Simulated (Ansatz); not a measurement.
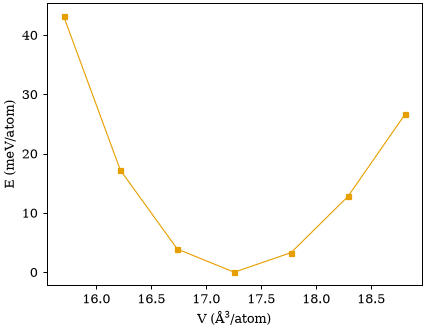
Figure. WS2 in space group Pnnm (No. 58; W on 2a, S on 4g) under volume change, PBE in the plane-wave PAW code Ansatz, shape and atoms relaxed at each volume.

Task: What does a third-order Birch–Murnaghan fit give for V₀, B₀ and B′?

Result: V₀ = 17.24 Å³/atom, B₀ = 77.8 GPa, B′ = 7.6.

A made-up cell: these elements were put on the sites of a structure type; neither database checked (COD, Materials Project) lists it. It is not the phase usual at ambient conditions (space group No. 194). The cell was relaxed with PBE under the symmetry of its start; its stability against distortions is not shown here. The run is not spin-polarised. Scalar-relativistic: spin–orbit coupling is off unless named, which matters more the heavier the elements.

Potentials: the later of the program's two PAW sets.
